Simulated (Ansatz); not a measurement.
# Depolarisation of Te on Pt(100): the Topping model put to the test

In Topping's model the dipole per adsorbate falls as μ = μ₀/(1 + 9αn^(3/2)), with n the density and α a polarisability, so 1/μ is a straight line in n^(3/2).

How it was computed: Ansatz 0.2.0, plane waves with PAW datasets (its set soft_2), PBE; 4 layers at the tabulated experimental lattice constant with the lower two held, adsorbates relaxed from the hollow site, dipole correction. μ is the change of the cell's dipole per adsorbate, positive end outwards.

```
     run  n^(3/2) (nm⁻³)  1/μ (1/D)
0.111 ML            1.74      0.885
 0.25 ML            5.87          ?
    1 ML           46.96      2.111
```

**Question.** What value belongs in the row marked “?”, and how far can the other rows tell?

Two rows fix a line: slope = (2.111 − 0.885) / (46.96 − 1.74) = 0.02711, intercept 0.83787. The intercept gives μ₀ = 1/0.8379 = 1.19 D, and slope over intercept 9α = 0.032 nm³, or α = 4 Å³, an effective value that holds the metal's image. At 5.87 it gives 0.02711 × 5.87 + 0.83787 = 0.997 1/D. Rounding of the rows alone allows about ±0.001 1/D there; two rows can't show whether the line holds.

The run itself gives 0.998 1/D: a miss of +0.001 1/D, or 0.1 % of the value. In dipoles that is 1.00 D predicted against 1.00 D found. The line meets this point to some per cent.

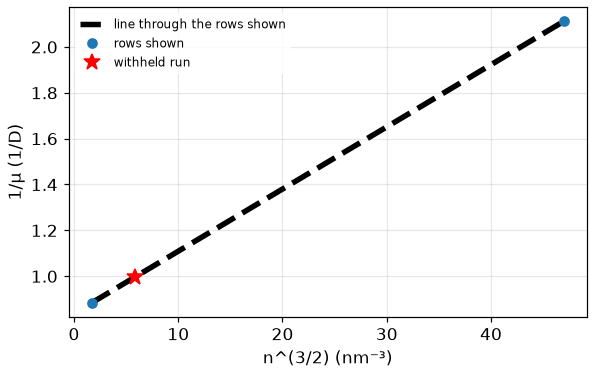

The fit and the withheld run.

Caveats: Heights and bonding change with coverage, which the model leaves out; its factor is about 9 for square and hexagonal arrays and differs for rectangular ones and rows; and slabs this thin add errors of their own. Other coverages were run too and are left out of this fit, which takes cells with one adsorbate each. The test is put only to electropositive adsorbates whose dipole falls by a fifth or more between the two rows shown.

[Logs are printed without paths, hosts, clocks, repeated set-up lines and the standing remarks that a program may print on its own settings, such as how far it seeks lower states.]
